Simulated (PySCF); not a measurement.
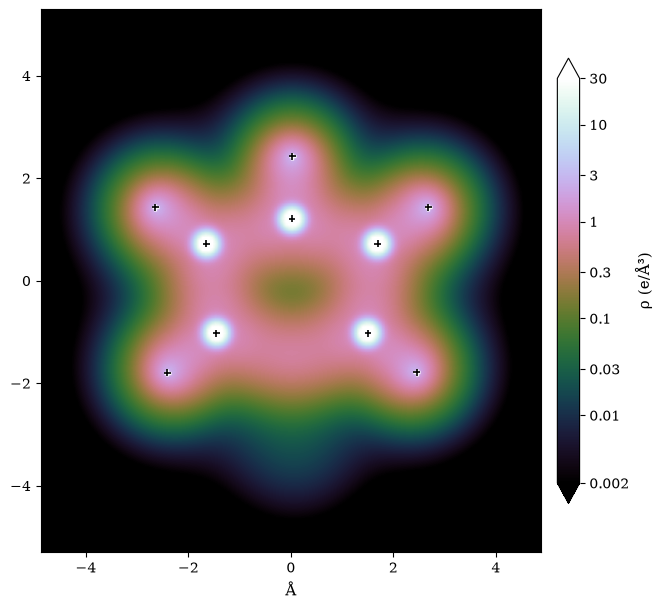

The electron density on a plane through atoms (crosses mark nuclei in the plane).

All numbers below come from PBE0/pcSseg-1, SCF density, gas phase, non-relativistic (PySCF 2.14.0).

Candidates:
A. B11H11S (charge −2)
B. C5H5FO

Which system is this?

Answer. Candidate A: B11H11S on the plane of atoms B7, B6 and H17, which holds B and H. B–H (1.22 Å): ρ is about 1.1 e/Å³ halfway. B–B (1.75 Å): ρ at the midpoint is about 0.77 e/Å³.
